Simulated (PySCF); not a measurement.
**C5H9FOSi (SMILES FCOC1=CC[SiH2]C1): density, localisation and related maps**

Input file:

```
{"job": {"kind": "nmr", "xc": "PBE0", "basis": "pcSseg-1"}, "charge": 0, "multiplicity": 1}
F      3.067529     0.359282     0.073761
C      2.550251    -0.898585     0.314315
O      1.425598    -1.130823    -0.416012
C      0.257380    -0.435894    -0.103159
C     -0.769825    -0.488169    -0.940628
C     -2.028576     0.242671    -0.582454
Si    -1.616706     1.104407     1.067334
C      0.135568     0.352633     1.166760
H      3.309032    -1.616151    -0.018776
H      2.404920    -0.954905     1.404417
H     -0.717766    -1.043402    -1.863462
H     -2.297048     0.937607    -1.379915
H     -2.859832    -0.460483    -0.501845
H     -2.463130     0.668327     2.181795
H     -1.584602     2.565940     0.981623
H      0.919176     1.109327     1.222311
H      0.261034    -0.299753     2.033487
```

Command:

```sh
OMP_NUM_THREADS=1 python probes_run.py task.json out
```

Geometry: GFN2-xTB.

These are results of PBE0/pcSseg-1, SCF density, gas phase, non-relativistic (PySCF 2.14.0), not measurements.

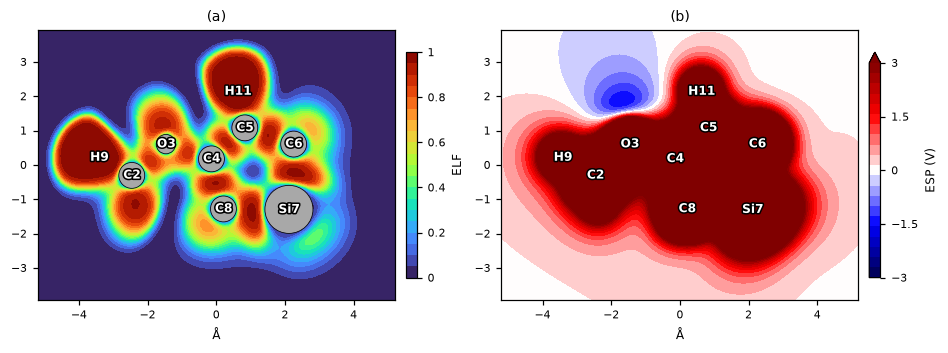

Figure 1. (a) electron localisation function; (b) molecular electrostatic potential on the plane of atoms C5, C6 and Si7. Grey discs cover the atomic cores in the ELF map.

Q: Read the bonding off the picture.

A:
- The plane passes through C, O, Si and H nuclei.
- C–C (1.33 Å): the ELF peaks at about 0.90 between the atoms: a multiple bond.
- C–O (1.36 Å): the ELF peaks at about 0.90 between the atoms (a shared but strongly polarised pair).
- C–Si (1.91 Å): the ELF peaks at about 0.95 between the atoms: a covalent bond.
- C–H (1.08 Å): the ELF climbs to about 1 towards the hydrogen, as it does in any bond to H: a covalent bond by its length.
- C–C (1.50 Å): the ELF peaks at about 0.95 between the atoms; localised, covalent bonding.
- The ELF also peaks beside O3, away from the bonds: lone-pair regions.
- Outside the dense part of the molecule the potential is most negative (−1.5 V) near O3.

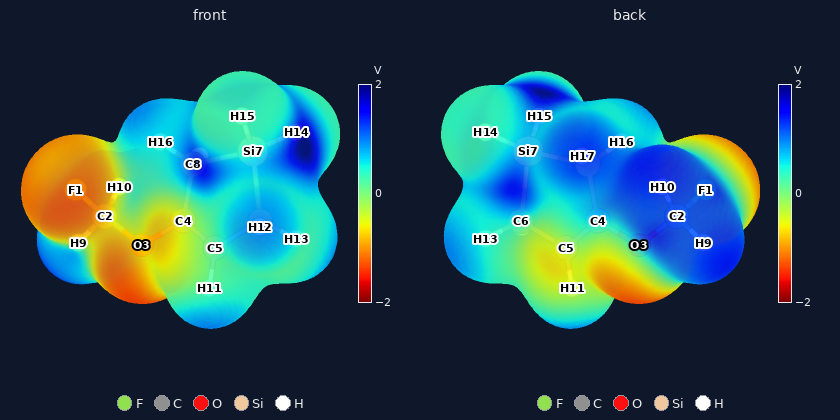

Figure 2. The molecular electrostatic potential painted on the density surface at 0.004 e/bohr³, seen from the front and from behind; the colour scale runs from red (negative) to blue (positive).

Q: Which sites attract a positive test charge, and which a negative one?

A: A positive charge is drawn to the negative regions and a negative charge to the positive ones. The most negative region (about −1.3 V, or −30 kcal/mol for a unit charge) lies over O3, the most positive (about +1.9 V, or +44 kcal/mol for a unit charge) over Si7. O3 is the likeliest acceptor of a hydrogen bond.
